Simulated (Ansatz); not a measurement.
## Molecular dynamics, with input and output: CH$_{7}$NO$_{2}$Si$_{2}$ (part 1 of 3)

System: CH$_{7}$NO$_{2}$Si$_{2}$, SMILES N[SiH](O)C(=O)[SiH3].
Method: RKS BHLYP-D4/STO-3G (Ansatz 0.2.0).

It belongs to a series of runs on one base structure; here: dynamics from the start. Figures and captions count atoms from 1; the log counts them from 0 in places.

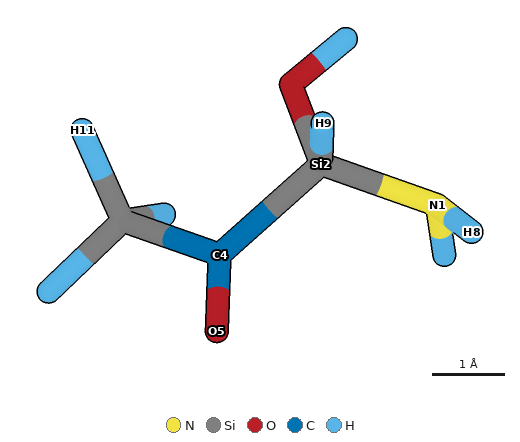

The input geometry (stick view, seen at a tilt; atoms are numbered from 1 in the order of the input). Bond lengths as drawn: C–O 1.25 Å, C–Si 1.91 Å, H–N 1.03 Å, H–O 1.00 Å, H–Si 1.43 to 1.44 Å, N–Si 1.74 Å and O–Si 1.69 Å.

## Input
```yaml
crystal:
  periodic: [false, false, false]
  atoms:
    - { symbol: "N", position_ang: [0.723876, -1.410046, -1.787071] }
    - { symbol: Si, position_ang: [0.669826, -0.845399, -0.144363] }
    - { symbol: O, position_ang: [1.576026, 0.56936, -0.009804] }
    - { symbol: C, position_ang: [-1.01846, -0.224473, 0.506937] }
    - { symbol: O, position_ang: [-2.039917, -0.93866, 0.500586] }
    - { symbol: Si, position_ang: [-1.040943, 1.574041, 1.160027] }
    - { symbol: H, position_ang: [0.123998, -0.90732, -2.458621] }
    - { symbol: H, position_ang: [0.532335, -2.416106, -1.906553] }
    - { symbol: H, position_ang: [1.184212, -1.923525, 0.657565] }
    - { symbol: H, position_ang: [2.446842, 0.403286, -0.475663] }
    - { symbol: H, position_ang: [-0.069734, 1.715468, 2.202887] }
    - { symbol: H, position_ang: [-0.730344, 2.474089, 0.090053] }
    - { symbol: H, position_ang: [-2.337317, 1.894684, 1.678919] }
basis:
  gaussian: { orbitals: STO-3G }
hamiltonian:
  xc: { name: BHLYP }
  dispersion: d4
md:
  timestep: 0.25
  n_steps: 280
  ensemble: nvt_langevin
  temperature: 200.0
  initial_velocities: maxwell_boltzmann
  seed: 275076
  friction: 0.02
  temperature_schedule:
    - { n_steps: 70, end_temperature: 200.0 }
    - { n_steps: 210, end_temperature: 10.0 }
scf:
  lower_state_search: "off"
```

Run on 1 thread of Arm Neoverse V1, 24 GiB of memory available, shared host.

Run as:
```bash
ansatz run input.yaml --threads 1 --pin off --max-ram 2048MiB --backend cpu --events-out ev --progress --plain --runs-dir out
```

## The program's output
```
Engine: ansatz 0.2.0, aarch64-unknown-linux-gnu
Functional definition: BHLYP
  parameter a = 0.5
  exchange = (1 - a)*b88_x + a*exact_x
  correlation = lyp_c
these checks for a lower state are left out or cut short: stability, starts, cluster_reference, orbital_swaps, neighbouring_geometries, increment
633 factors; integrals over basis functions are off by at most 1.3e-5 eV
mean field evaluation 1: about -22209.8317 eV, gradient 3.9e1 eV
mean field evaluation 2: about -22207.3657 eV, gradient 5.5e1 eV
mean field evaluation 4: about -22214.9286 eV, gradient 2.0e0 eV
mean field evaluation 8: about -22214.9655 eV, gradient 1.2e-1 eV
mean field evaluation 16: about -22214.9656 eV, gradient 1.0e-5 eV
mean field -22214.96559546 eV, -816.3849277888 hartree, gradient 2.8e-6 eV, S^2 0.000000; 0 other end points of the search recorded, 0 dependent functions left out
the calculation of the forces begins
reference -22214.96574148 eV, -816.3849331550 hartree; 32, 32 occupied and 13, 13 virtual orbitals, 633 factors
md step     0: t =     0.00 fs  T =   184.6 K (target 200.0 K)  F+E_penalty+E_count = -22215.37297791 eV  E_kin = 0.310224 eV  (16 SCF iters)
these checks for a lower state are left out or cut short: stability, starts, cluster_reference, orbital_swaps, neighbouring_geometries, increment
633 factors; integrals over basis functions are off by at most 1.3e-5 eV
mean field -22214.96443177 eV, -816.3848850239 hartree, gradient 4.8e-6 eV, S^2 0.000000; 0 other end points of the search recorded, 0 dependent functions left out
the calculation of the forces begins
reference -22214.96457774 eV, -816.3848903883 hartree; 32, 32 occupied and 13, 13 virtual orbitals, 633 factors
md step     1: t =     0.25 fs  T =   162.8 K (target 200.0 K)  F+E_penalty+E_count = -22215.37171282 eV  E_kin = 0.273488 eV  (16 SCF iters)
[... from here on the SCF iterations and repeated set-up lines of each step are left out, up to the last step ...]
md step     2: t =     0.50 fs  T =   158.9 K (target 200.0 K)  F+E_penalty+E_count = -22215.36837615 eV  E_kin = 0.267015 eV  (16 SCF iters)
md step     3: t =     0.75 fs  T =   171.3 K (target 200.0 K)  F+E_penalty+E_count = -22215.36334393 eV  E_kin = 0.287915 eV  (16 SCF iters)
md step     4: t =     1.00 fs  T =   169.5 K (target 200.0 K)  F+E_penalty+E_count = -22215.35689531 eV  E_kin = 0.284792 eV  (16 SCF iters)
md step     5: t =     1.25 fs  T =   169.2 K (target 200.0 K)  F+E_penalty+E_count = -22215.34920661 eV  E_kin = 0.284301 eV  (15 SCF iters)
md step     6: t =     1.50 fs  T =   169.6 K (target 200.0 K)  F+E_penalty+E_count = -22215.34052397 eV  E_kin = 0.284939 eV  (15 SCF iters)
md step     7: t =     1.75 fs  T =   160.2 K (target 200.0 K)  F+E_penalty+E_count = -22215.33139898 eV  E_kin = 0.269231 eV  (15 SCF iters)
md step     8: t =     2.00 fs  T =   159.2 K (target 200.0 K)  F+E_penalty+E_count = -22215.32236085 eV  E_kin = 0.267562 eV  (15 SCF iters)
md step     9: t =     2.25 fs  T =   142.9 K (target 200.0 K)  F+E_penalty+E_count = -22215.31417418 eV  E_kin = 0.240118 eV  (15 SCF iters)
md step    10: t =     2.50 fs  T =   144.7 K (target 200.0 K)  F+E_penalty+E_count = -22215.30662421 eV  E_kin = 0.243081 eV  (15 SCF iters)
md step    11: t =     2.75 fs  T =   139.4 K (target 200.0 K)  F+E_penalty+E_count = -22215.29923934 eV  E_kin = 0.234272 eV  (15 SCF iters)
md step    12: t =     3.00 fs  T =   135.8 K (target 200.0 K)  F+E_penalty+E_count = -22215.29299924 eV  E_kin = 0.228262 eV  (15 SCF iters)
md step    13: t =     3.25 fs  T =   139.0 K (target 200.0 K)  F+E_penalty+E_count = -22215.28795003 eV  E_kin = 0.233617 eV  (15 SCF iters)
md step    14: t =     3.50 fs  T =   133.9 K (target 200.0 K)  F+E_penalty+E_count = -22215.28387350 eV  E_kin = 0.224944 eV  (15 SCF iters)
md step    15: t =     3.75 fs  T =   133.8 K (target 200.0 K)  F+E_penalty+E_count = -22215.28114566 eV  E_kin = 0.224910 eV  (15 SCF iters)
md step    16: t =     4.00 fs  T =   135.5 K (target 200.0 K)  F+E_penalty+E_count = -22215.27889310 eV  E_kin = 0.227675 eV  (15 SCF iters)
md step    17: t =     4.25 fs  T =   139.5 K (target 200.0 K)  F+E_penalty+E_count = -22215.27663586 eV  E_kin = 0.234496 eV  (15 SCF iters)
md step    18: t =     4.50 fs  T =   135.7 K (target 200.0 K)  F+E_penalty+E_count = -22215.27422280 eV  E_kin = 0.228003 eV  (15 SCF iters)
md step    19: t =     4.75 fs  T =   136.9 K (target 200.0 K)  F+E_penalty+E_count = -22215.27142052 eV  E_kin = 0.230011 eV  (15 SCF iters)
md step    20: t =     5.00 fs  T =   135.9 K (target 200.0 K)  F+E_penalty+E_count = -22215.26766134 eV  E_kin = 0.228352 eV  (14 SCF iters)
md step    21: t =     5.25 fs  T =   132.8 K (target 200.0 K)  F+E_penalty+E_count = -22215.26213637 eV  E_kin = 0.223145 eV  (15 SCF iters)
md step    22: t =     5.50 fs  T =   122.3 K (target 200.0 K)  F+E_penalty+E_count = -22215.25507028 eV  E_kin = 0.205499 eV  (15 SCF iters)
md step    23: t =     5.75 fs  T =   120.0 K (target 200.0 K)  F+E_penalty+E_count = -22215.24696799 eV  E_kin = 0.201641 eV  (15 SCF iters)
md step    24: t =     6.00 fs  T =   118.8 K (target 200.0 K)  F+E_penalty+E_count = -22215.23762758 eV  E_kin = 0.199583 eV  (15 SCF iters)
md step    25: t =     6.25 fs  T =   106.9 K (target 200.0 K)  F+E_penalty+E_count = -22215.22753908 eV  E_kin = 0.179650 eV  (14 SCF iters)
md step    26: t =     6.50 fs  T =   108.0 K (target 200.0 K)  F+E_penalty+E_count = -22215.21742762 eV  E_kin = 0.181446 eV  (15 SCF iters)
md step    27: t =     6.75 fs  T =   101.1 K (target 200.0 K)  F+E_penalty+E_count = -22215.20809164 eV  E_kin = 0.169947 eV  (16 SCF iters)
md step    28: t =     7.00 fs  T =    97.7 K (target 200.0 K)  F+E_penalty+E_count = -22215.20005279 eV  E_kin = 0.164090 eV  (16 SCF iters)
md step    29: t =     7.25 fs  T =    92.5 K (target 200.0 K)  F+E_penalty+E_count = -22215.19356670 eV  E_kin = 0.155419 eV  (16 SCF iters)
md step    30: t =     7.50 fs  T =    88.6 K (target 200.0 K)  F+E_penalty+E_count = -22215.18860493 eV  E_kin = 0.148901 eV  (16 SCF iters)
md step    31: t =     7.75 fs  T =    81.6 K (target 200.0 K)  F+E_penalty+E_count = -22215.18494831 eV  E_kin = 0.137053 eV  (16 SCF iters)
md step    32: t =     8.00 fs  T =    79.5 K (target 200.0 K)  F+E_penalty+E_count = -22215.18313757 eV  E_kin = 0.133509 eV  (16 SCF iters)
md step    33: t =     8.25 fs  T =    87.8 K (target 200.0 K)  F+E_penalty+E_count = -22215.18234390 eV  E_kin = 0.147600 eV  (16 SCF iters)
md step    34: t =     8.50 fs  T =    89.5 K (target 200.0 K)  F+E_penalty+E_count = -22215.18217935 eV  E_kin = 0.150472 eV  (16 SCF iters)
md step    35: t =     8.75 fs  T =    87.6 K (target 200.0 K)  F+E_penalty+E_count = -22215.18249342 eV  E_kin = 0.147260 eV  (16 SCF iters)
md step    36: t =     9.00 fs  T =    93.5 K (target 200.0 K)  F+E_penalty+E_count = -22215.18262306 eV  E_kin = 0.157091 eV  (16 SCF iters)
md step    37: t =     9.25 fs  T =    97.5 K (target 200.0 K)  F+E_penalty+E_count = -22215.18232691 eV  E_kin = 0.163875 eV  (16 SCF iters)
md step    38: t =     9.50 fs  T =    94.1 K (target 200.0 K)  F+E_penalty+E_count = -22215.18188748 eV  E_kin = 0.158119 eV  (16 SCF iters)
md step    39: t =     9.75 fs  T =    97.6 K (target 200.0 K)  F+E_penalty+E_count = -22215.18168807 eV  E_kin = 0.164085 eV  (16 SCF iters)
md step    40: t =    10.00 fs  T =    99.3 K (target 200.0 K)  F+E_penalty+E_count = -22215.18137033 eV  E_kin = 0.166890 eV  (16 SCF iters)
md step    41: t =    10.25 fs  T =   104.7 K (target 200.0 K)  F+E_penalty+E_count = -22215.18074854 eV  E_kin = 0.175857 eV  (16 SCF iters)
md step    42: t =    10.50 fs  T =   107.1 K (target 200.0 K)  F+E_penalty+E_count = -22215.18059743 eV  E_kin = 0.180036 eV  (16 SCF iters)
md step    43: t =    10.75 fs  T =   115.8 K (target 200.0 K)  F+E_penalty+E_count = -22215.18144507 eV  E_kin = 0.194647 eV  (16 SCF iters)
md step    44: t =    11.00 fs  T =   117.3 K (target 200.0 K)  F+E_penalty+E_count = -22215.18259590 eV  E_kin = 0.197111 eV  (16 SCF iters)
md step    45: t =    11.25 fs  T =   108.0 K (target 200.0 K)  F+E_penalty+E_count = -22215.18386412 eV  E_kin = 0.181408 eV  (16 SCF iters)
md step    46: t =    11.50 fs  T =   118.8 K (target 200.0 K)  F+E_penalty+E_count = -22215.18581908 eV  E_kin = 0.199645 eV  (16 SCF iters)
md step    47: t =    11.75 fs  T =   114.3 K (target 200.0 K)  F+E_penalty+E_count = -22215.18834476 eV  E_kin = 0.192015 eV  (16 SCF iters)
md step    48: t =    12.00 fs  T =   115.1 K (target 200.0 K)  F+E_penalty+E_count = -22215.19166229 eV  E_kin = 0.193331 eV  (16 SCF iters)
md step    49: t =    12.25 fs  T =   127.2 K (target 200.0 K)  F+E_penalty+E_count = -22215.19560258 eV  E_kin = 0.213771 eV  (16 SCF iters)
md step    50: t =    12.50 fs  T =   127.0 K (target 200.0 K)  F+E_penalty+E_count = -22215.19957326 eV  E_kin = 0.213414 eV  (16 SCF iters)
md step    51: t =    12.75 fs  T =   123.4 K (target 200.0 K)  F+E_penalty+E_count = -22215.20307894 eV  E_kin = 0.207368 eV  (16 SCF iters)
md step    52: t =    13.00 fs  T =   131.0 K (target 200.0 K)  F+E_penalty+E_count = -22215.20571066 eV  E_kin = 0.220105 eV  (16 SCF iters)
md step    53: t =    13.25 fs  T =   133.7 K (target 200.0 K)  F+E_penalty+E_count = -22215.20792685 eV  E_kin = 0.224643 eV  (16 SCF iters)
md step    54: t =    13.50 fs  T =   133.3 K (target 200.0 K)  F+E_penalty+E_count = -22215.20908586 eV  E_kin = 0.223938 eV  (16 SCF iters)
md step    55: t =    13.75 fs  T =   134.6 K (target 200.0 K)  F+E_penalty+E_count = -22215.20941813 eV  E_kin = 0.226246 eV  (16 SCF iters)
md step    56: t =    14.00 fs  T =   121.3 K (target 200.0 K)  F+E_penalty+E_count = -22215.20903949 eV  E_kin = 0.203883 eV  (16 SCF iters)
md step    57: t =    14.25 fs  T =   114.0 K (target 200.0 K)  F+E_penalty+E_count = -22215.20725142 eV  E_kin = 0.191646 eV  (16 SCF iters)
md step    58: t =    14.50 fs  T =   112.3 K (target 200.0 K)  F+E_penalty+E_count = -22215.20484025 eV  E_kin = 0.188669 eV  (16 SCF iters)
md step    59: t =    14.75 fs  T =   114.3 K (target 200.0 K)  F+E_penalty+E_count = -22215.20318931 eV  E_kin = 0.192037 eV  (16 SCF iters)
md step    60: t =    15.00 fs  T =   114.5 K (target 200.0 K)  F+E_penalty+E_count = -22215.20180506 eV  E_kin = 0.192393 eV  (16 SCF iters)
md step    61: t =    15.25 fs  T =   121.5 K (target 200.0 K)  F+E_penalty+E_count = -22215.20025602 eV  E_kin = 0.204128 eV  (16 SCF iters)
md step    62: t =    15.50 fs  T =   118.9 K (target 200.0 K)  F+E_penalty+E_count = -22215.19936114 eV  E_kin = 0.199754 eV  (16 SCF iters)
md step    63: t =    15.75 fs  T =   110.8 K (target 200.0 K)  F+E_penalty+E_count = -22215.19959746 eV  E_kin = 0.186157 eV  (16 SCF iters)
md step    64: t =    16.00 fs  T =   117.5 K (target 200.0 K)  F+E_penalty+E_count = -22215.20128317 eV  E_kin = 0.197370 eV  (16 SCF iters)
md step    65: t =    16.25 fs  T =   124.2 K (target 200.0 K)  F+E_penalty+E_count = -22215.20347097 eV  E_kin = 0.208689 eV  (16 SCF iters)
md step    66: t =    16.50 fs  T =   134.3 K (target 200.0 K)  F+E_penalty+E_count = -22215.20586177 eV  E_kin = 0.225755 eV  (16 SCF iters)
md step    67: t =    16.75 fs  T =   134.3 K (target 200.0 K)  F+E_penalty+E_count = -22215.20881105 eV  E_kin = 0.225687 eV  (17 SCF iters)
md step    68: t =    17.00 fs  T =   138.1 K (target 200.0 K)  F+E_penalty+E_count = -22215.21151823 eV  E_kin = 0.232034 eV  (17 SCF iters)
md step    69: t =    17.25 fs  T =   134.2 K (target 200.0 K)  F+E_penalty+E_count = -22215.21311599 eV  E_kin = 0.225560 eV  (17 SCF iters)
md step    70: t =    17.50 fs  T =   132.1 K (target 200.0 K)  F+E_penalty+E_count = -22215.21357636 eV  E_kin = 0.222041 eV  (17 SCF iters)
md step    71: t =    17.75 fs  T =   130.7 K (target 199.5 K)  F+E_penalty+E_count = -22215.21271234 eV  E_kin = 0.219646 eV  (17 SCF iters)
md step    72: t =    18.00 fs  T =   132.0 K (target 198.6 K)  F+E_penalty+E_count = -22215.21039080 eV  E_kin = 0.221891 eV  (17 SCF iters)
md step    73: t =    18.25 fs  T =   124.3 K (target 197.7 K)  F+E_penalty+E_count = -22215.20690169 eV  E_kin = 0.208793 eV  (16 SCF iters)
md step    74: t =    18.50 fs  T =   127.9 K (target 196.8 K)  F+E_penalty+E_count = -22215.20260468 eV  E_kin = 0.214855 eV  (16 SCF iters)
md step    75: t =    18.75 fs  T =   126.0 K (target 195.9 K)  F+E_penalty+E_count = -22215.19841735 eV  E_kin = 0.211784 eV  (16 SCF iters)
md step    76: t =    19.00 fs  T =   121.4 K (target 195.0 K)  F+E_penalty+E_count = -22215.19482612 eV  E_kin = 0.203985 eV  (16 SCF iters)
md step    77: t =    19.25 fs  T =   121.7 K (target 194.1 K)  F+E_penalty+E_count = -22215.19132473 eV  E_kin = 0.204575 eV  (16 SCF iters)
md step    78: t =    19.50 fs  T =   130.2 K (target 193.2 K)  F+E_penalty+E_count = -22215.18784857 eV  E_kin = 0.218747 eV  (16 SCF iters)
md step    79: t =    19.75 fs  T =   126.8 K (target 192.3 K)  F+E_penalty+E_count = -22215.18474749 eV  E_kin = 0.213093 eV  (16 SCF iters)
md step    80: t =    20.00 fs  T =   123.9 K (target 191.4 K)  F+E_penalty+E_count = -22215.18190026 eV  E_kin = 0.208283 eV  (16 SCF iters)
md step    81: t =    20.25 fs  T =   113.3 K (target 190.5 K)  F+E_penalty+E_count = -22215.17937990 eV  E_kin = 0.190358 eV  (16 SCF iters)
md step    82: t =    20.50 fs  T =   110.3 K (target 189.6 K)  F+E_penalty+E_count = -22215.17725750 eV  E_kin = 0.185410 eV  (16 SCF iters)
md step    83: t =    20.75 fs  T =   105.3 K (target 188.7 K)  F+E_penalty+E_count = -22215.17542296 eV  E_kin = 0.176971 eV  (16 SCF iters)
md step    84: t =    21.00 fs  T =    98.5 K (target 187.8 K)  F+E_penalty+E_count = -22215.17390564 eV  E_kin = 0.165512 eV  (16 SCF iters)
md step    85: t =    21.25 fs  T =    96.4 K (target 186.9 K)  F+E_penalty+E_count = -22215.17276820 eV  E_kin = 0.161920 eV  (16 SCF iters)
md step    86: t =    21.50 fs  T =    95.1 K (target 186.0 K)  F+E_penalty+E_count = -22215.17157494 eV  E_kin = 0.159839 eV  (16 SCF iters)
md step    87: t =    21.75 fs  T =    95.7 K (target 185.1 K)  F+E_penalty+E_count = -22215.17035483 eV  E_kin = 0.160765 eV  (16 SCF iters)
md step    88: t =    22.00 fs  T =    92.7 K (target 184.2 K)  F+E_penalty+E_count = -22215.16923976 eV  E_kin = 0.155765 eV  (16 SCF iters)
md step    89: t =    22.25 fs  T =    85.6 K (target 183.3 K)  F+E_penalty+E_count = -22215.16790150 eV  E_kin = 0.143916 eV  (16 SCF iters)
md step    90: t =    22.50 fs  T =    89.9 K (target 182.4 K)  F+E_penalty+E_count = -22215.16657139 eV  E_kin = 0.151108 eV  (16 SCF iters)
md step    91: t =    22.75 fs  T =    79.4 K (target 181.5 K)  F+E_penalty+E_count = -22215.16559530 eV  E_kin = 0.133462 eV  (16 SCF iters)
md step    92: t =    23.00 fs  T =    80.8 K (target 180.5 K)  F+E_penalty+E_count = -22215.16485990 eV  E_kin = 0.135791 eV  (16 SCF iters)
md step    93: t =    23.25 fs  T =    80.5 K (target 179.6 K)  F+E_penalty+E_count = -22215.16485226 eV  E_kin = 0.135266 eV  (16 SCF iters)
md step    94: t =    23.50 fs  T =    83.9 K (target 178.7 K)  F+E_penalty+E_count = -22215.16588838 eV  E_kin = 0.141031 eV  (16 SCF iters)
md step    95: t =    23.75 fs  T =    79.8 K (target 177.8 K)  F+E_penalty+E_count = -22215.16811300 eV  E_kin = 0.134110 eV  (15 SCF iters)
md step    96: t =    24.00 fs  T =    86.6 K (target 176.9 K)  F+E_penalty+E_count = -22215.17151590 eV  E_kin = 0.145515 eV  (15 SCF iters)
md step    97: t =    24.25 fs  T =    94.4 K (target 176.0 K)  F+E_penalty+E_count = -22215.17637256 eV  E_kin = 0.158613 eV  (16 SCF iters)
md step    98: t =    24.50 fs  T =    91.6 K (target 175.1 K)  F+E_penalty+E_count = -22215.18248949 eV  E_kin = 0.153974 eV  (16 SCF iters)
md step    99: t =    24.75 fs  T =    96.2 K (target 174.2 K)  F+E_penalty+E_count = -22215.18844537 eV  E_kin = 0.161701 eV  (15 SCF iters)
md step   100: t =    25.00 fs  T =   103.2 K (target 173.3 K)  F+E_penalty+E_count = -22215.19403664 eV  E_kin = 0.173434 eV  (14 SCF iters)
md step   101: t =    25.25 fs  T =   106.3 K (target 172.4 K)  F+E_penalty+E_count = -22215.19992964 eV  E_kin = 0.178675 eV  (15 SCF iters)
md step   102: t =    25.50 fs  T =   111.3 K (target 171.5 K)  F+E_penalty+E_count = -22215.20585978 eV  E_kin = 0.187099 eV  (15 SCF iters)
md step   103: t =    25.75 fs  T =   106.6 K (target 170.6 K)  F+E_penalty+E_count = -22215.21133149 eV  E_kin = 0.179136 eV  (15 SCF iters)
md step   104: t =    26.00 fs  T =   107.5 K (target 169.7 K)  F+E_penalty+E_count = -22215.21636650 eV  E_kin = 0.180601 eV  (16 SCF iters)
md step   105: t =    26.25 fs  T =   103.3 K (target 168.8 K)  F+E_penalty+E_count = -22215.22091314 eV  E_kin = 0.173547 eV  (16 SCF iters)
md step   106: t =    26.50 fs  T =   103.0 K (target 167.9 K)  F+E_penalty+E_count = -22215.22517604 eV  E_kin = 0.173070 eV  (16 SCF iters)
md step   107: t =    26.75 fs  T =   109.9 K (target 167.0 K)  F+E_penalty+E_count = -22215.22964331 eV  E_kin = 0.184615 eV  (16 SCF iters)
md step   108: t =    27.00 fs  T =   113.8 K (target 166.1 K)  F+E_penalty+E_count = -22215.23460224 eV  E_kin = 0.191208 eV  (15 SCF iters)
md step   109: t =    27.25 fs  T =   121.0 K (target 165.2 K)  F+E_penalty+E_count = -22215.23982607 eV  E_kin = 0.203370 eV  (16 SCF iters)
md step   110: t =    27.50 fs  T =   129.1 K (target 164.3 K)  F+E_penalty+E_count = -22215.24506886 eV  E_kin = 0.216868 eV  (16 SCF iters)
md step   111: t =    27.75 fs  T =   125.1 K (target 163.4 K)  F+E_penalty+E_count = -22215.24993828 eV  E_kin = 0.210164 eV  (16 SCF iters)
md step   112: t =    28.00 fs  T =   124.0 K (target 162.5 K)  F+E_penalty+E_count = -22215.25435523 eV  E_kin = 0.208300 eV  (15 SCF iters)
md step   113: t =    28.25 fs  T =   120.7 K (target 161.5 K)  F+E_penalty+E_count = -22215.25822322 eV  E_kin = 0.202839 eV  (15 SCF iters)
```
